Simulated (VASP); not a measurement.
Band structure of TcSnO3 (space group Pm-3m). These are PBEsol GGA, VASP's PBE PAW potentials (set 64) (plane waves; VASP) values and carry that method's errors.

Unless said otherwise, spin-orbit coupling is left out, though it shifts the bands of the heavy elements here.

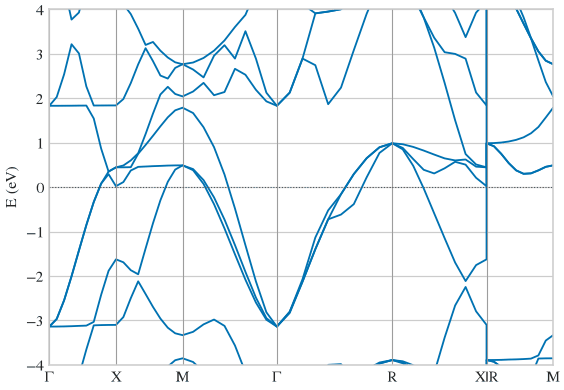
Fig. 1. Bands along high-symmetry lines, zero at the valence-band maximum or, without a gap, the Fermi level

**Question.** Read the plot: is there a gap, and where are the band edges?

**Answer.** It has no gap at this level: it comes out as a metal or semimetal.

The structure was generated: TcSnO3 was put into an ordered model structure, which need not be its known phase. The cell was not relaxed at this level. The electron count is odd and the run is not spin-polarised, which forces a metal.
